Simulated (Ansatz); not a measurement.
# Gap against volume in random alloy of the diamond Si-C (dilute carbon) line, x = 0.0625 (64 atoms)

The cell holds 64 atoms: 4 C and 60 Si. Its edges and angles: a = 10.737 Å, b = 10.737 Å, c = 10.739 Å, α = 90.0°, β = 90.0°, γ = 89.9°. It derives from Si (diamond Si-C (dilute carbon)) and C, repeated 2×2×2. The starting structure: Diamond Si-C (dilute carbon): 64 atoms, 4 of 64 Si sites given to C at random, cell and internal coordinates interpolated linearly between the end members (Vegard's rule); not relaxed, displaced by a Gaussian of 0.02 Å. Lattice constants are starting values near those of PBE.

Calculated with Ansatz 0.2.0: Kohn-Sham DFT, revPBE, PAW (set soft_2), plane waves; cutoff 420 eV, Γ point, fixed occupations. The relaxed cell was scaled evenly and the atoms were relaxed at each volume. The gap is that between the highest filled and the lowest empty Kohn-Sham level on the run's k-points.

| volume (Å³/atom) | gap (eV) |
| --- | --- |
| 17.410 | 0.3255 |
| 18.183 | 0.3469 |
| 18.764 | ? |
| 19.344 | 0.4548 |
| 19.924 | 0.4726 |
| 20.505 | 0.4653 |

**Question.** Fit a straight line in ln V to the rows given and interpolate to the withheld row.

**Working.**

A volume deformation potential makes the spacing linear in u = ln(V/V0), with V0 = 19.344 Å³ the relaxed volume; v is the spacing.

| u = ln(V/V0) | v (eV) |
| --- | --- |
| -0.105360 | 0.3255 |
| -0.0618753 | 0.3469 |
| 0 | 0.4548 |
| 0.0295588 | 0.4726 |
| 0.0582693 | 0.4653 |

With n = 5: mean u = -0.0158814, mean v = 0.413020, Σ(u − ū)² = 0.017937, Σ(u − ū)(v − v̄) = 0.018120. Slope b = 0.018120 / 0.017937 = 1.0102; intercept a = v̄ − b ū = 0.42906.

At the withheld volume u = -0.03046, and v = a + b u.

Prediction at 18.764: 0.3983 eV. The run gave 0.4091 eV, so the fit is low by 0.011 eV (2.6 % of the value).

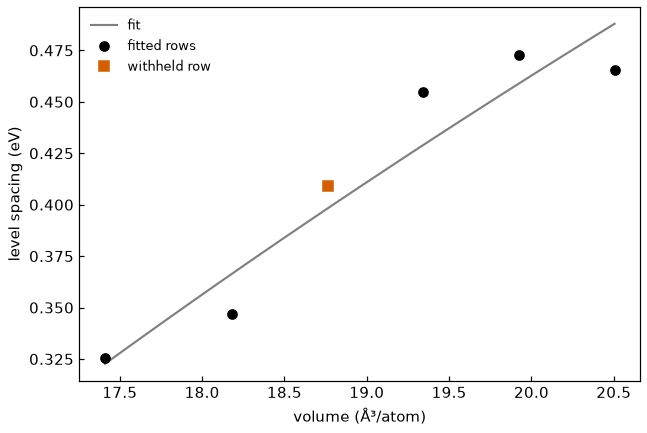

The fit, the rows that it rests on and the withheld row.

The rows follow a line only loosely (correlation 0.95 in size over all rows, under the 0.97 asked here), so the slope of +1.01 eV is a mean trend and no deformation potential. Among the rows given, the largest miss of the fit is at 19.344, by 0.026 eV (17 % of the range of the table).

Limits: The table spans 16 % in volume, wide for a linear law. Semilocal functionals tend to put gaps under measured ones. Only the Γ point is sampled. The mesh needn't hold the band edges.

[Hosts, paths, dates, database ids (printed as entryN), source tags and the programs' standing remarks are cut or masked in the printed files.]
